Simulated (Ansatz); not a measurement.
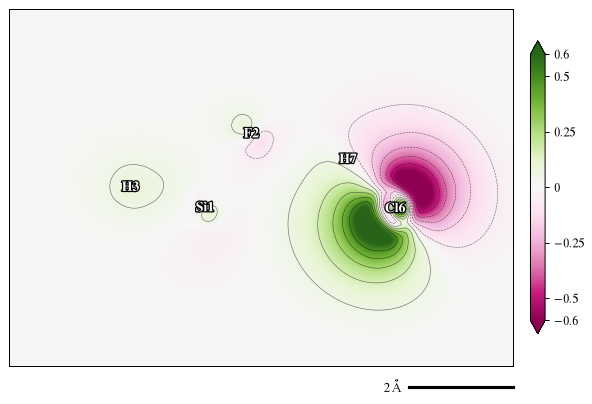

*FH3Si···HCl. The HOMO−1 on the plane of atoms F2, Si1 and H3 (values in Å⁻³ᐟ²; the overall sign is arbitrary).*

Method: RKS PBE-D4/def2-SVP (Ansatz).

```xyz
7

Si    0.2539    0.0001   -0.1211
F     0.1062    0.0000    1.5325
H     1.7231    0.0002   -0.4187
H    -0.3934    1.2406   -0.6531
H    -0.3932   -1.2406   -0.6531
Cl   -3.0007    0.0001    1.4900
H    -1.7670   -0.0004    1.9200
```

Q: Where does this orbital lie, and at what energy?

A: By Hirshfeld shares it lies mainly on Cl6 (about 95 %); largely a lone pair of Cl6. Its energy is −7.30 eV.
